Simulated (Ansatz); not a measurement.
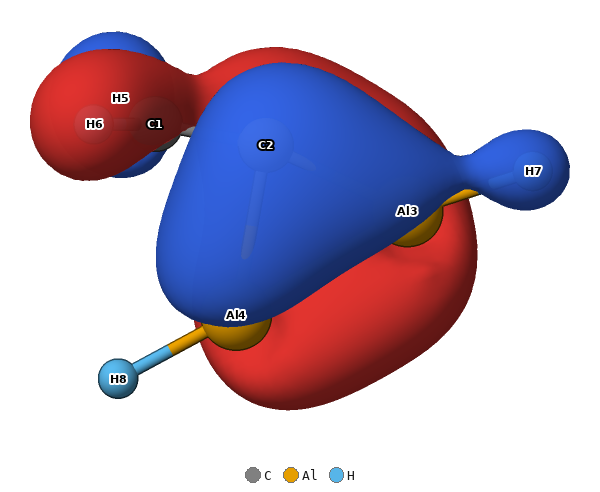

Figure 1: C$_{2}$H$_{4}$Al$_{2}$ (SMILES C=[C]1[AlH][AlH]1). The HOMO at ±0.08 Å⁻³ᐟ² (red and blue are the two phases), seen across its widest extent.

Geometry: PBE0-D4/def2-TZVP.

Level of theory: Ansatz 0.2.0, RKS PBE0-D4/def2-TZVPP.

| atom | x (Å) | y (Å) | z (Å) |
| --- | --- | --- | --- |
| C | -0.5867 | 1.1632 | -0.1929 |
| C | 0.5019 | 0.4403 | 0.1290 |
| Al | 1.7518 | -0.9328 | 0.1031 |
| Al | -0.5940 | -1.2773 | 0.0823 |
| H | -0.7495 | 1.5712 | -1.1932 |
| H | -1.3329 | 1.4676 | 0.5442 |
| H | 3.2675 | -1.0526 | 0.5098 |
| H | -2.1661 | -1.4367 | -0.0379 |

What is the character of this orbital?

Answer. It lies mainly on C2 (about 35 %), Al3 (about 25 %), Al4 (about 20 %) and C1 (about 10 %). Its energy is −6.06 eV.
